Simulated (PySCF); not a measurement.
```xyz
23

C    -3.6931    0.8347    0.9239
C    -2.5771    0.3252    0.0248
C    -1.1796    0.6749    0.5324
Si    0.2121    0.0150   -0.5220
N     0.1283   -1.7082   -0.6052
O     1.5967    0.6421    0.1779
C     2.8880    0.4735   -0.3454
C     3.5842   -0.7359    0.2468
H    -3.6572    1.9319    1.0208
H    -3.6085    0.4139    1.9391
H    -4.6869    0.5662    0.5328
H    -2.7108    0.7338   -0.9925
H    -2.6569   -0.7695   -0.0886
H    -1.0525    1.7684    0.6175
H    -1.0330    0.2842    1.5565
H     0.1683    0.4595   -1.9513
H     0.5031   -2.2182   -1.3954
H     0.0985   -2.2841    0.2282
H     3.4661    1.3871   -0.1219
H     2.8611    0.3870   -1.4511
H     3.6262   -0.6532    1.3433
H     3.0354   -1.6567   -0.0028
H     4.6130   -0.8267   -0.1353
```

Geometry: PBE0-D3(BJ)/def2-SVP.

These are results of PBE0/pcSseg-1, SCF density, gas phase, non-relativistic (PySCF 2.14.0), not measurements.

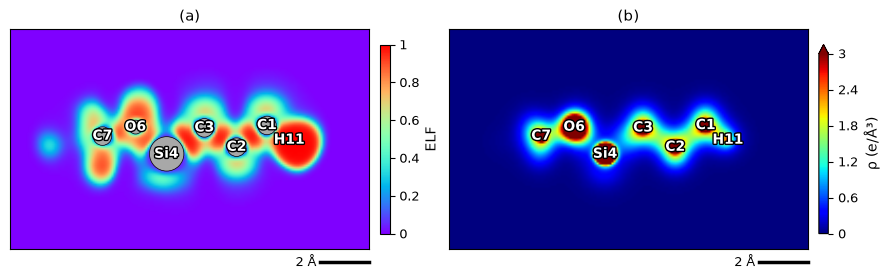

C₅H₁₅NOSi. (a) electron localisation function; (b) total electron density on the plane of atoms C1, C2 and C3. Grey discs cover the atomic cores in the ELF map.

Question: Read the bonding off the picture.

Answer:
- Atoms in the plane: C, Si, O and H.
- C–O (1.40 Å): the density is about 2.1 e/Å³ at the midpoint, with its minimum of 1.8 e/Å³ about 0.5 Å from C; the ELF peaks at about 0.85 between the atoms: a polar covalent bond.
- C–C (1.52 Å): the density is about 1.6 e/Å³ at the midpoint; the ELF peaks at about 0.95 between the atoms; a covalent bond.
- Si–O (1.67 Å): ρ is about 1.1 e/Å³ halfway; the ELF peaks at about 0.85 between the atoms (a shared but strongly polarised pair).
- C–Si (1.87 Å): the density is about 0.99 e/Å³ at the midpoint; the ELF peaks at about 0.95 between the atoms (localised, covalent bonding).
- C–H (1.10 Å): ρ is about 1.9 e/Å³ halfway; the ELF climbs to about 1 towards the hydrogen, as it does in any bond to H; a covalent bond by its length.
- The ELF also peaks beside O6, away from the bonds: lone-pair regions.
